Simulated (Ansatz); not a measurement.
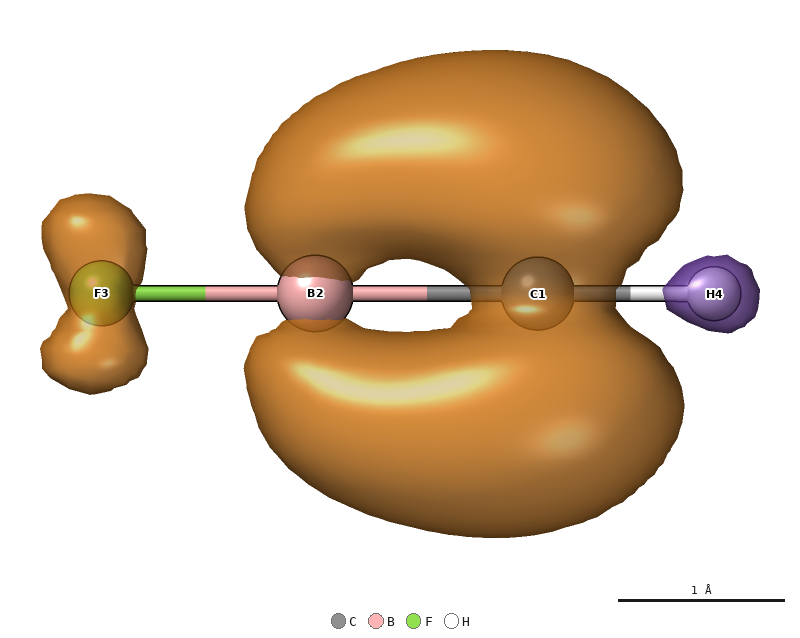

Figure 1: CHBF (SMILES [CH]=BF) (doublet). Isosurfaces of the spin density at +0.03 (orange) and −0.03 e/Å³ (purple), seen from one side.

Geometry: B3LYP-D4/def2-TZVP.

Level of theory: isolated molecule in a Gaussian basis; Kohn-Sham density functional theory, functional PBE0 (Ansatz).

```csv
atom,x (Å),y (Å),z (Å)
C,0.0000,0.0000,-0.7301
B,0.0000,0.0000,0.6164
F,0.0000,0.0000,1.9090
H,0.0000,0.0000,-1.7953
```

> Which atoms carry the spin?

The unpaired spin (1 electron) lies mostly on C1 (about 0.7) and B2 (about 0.3), in electrons by Hirshfeld's partition.
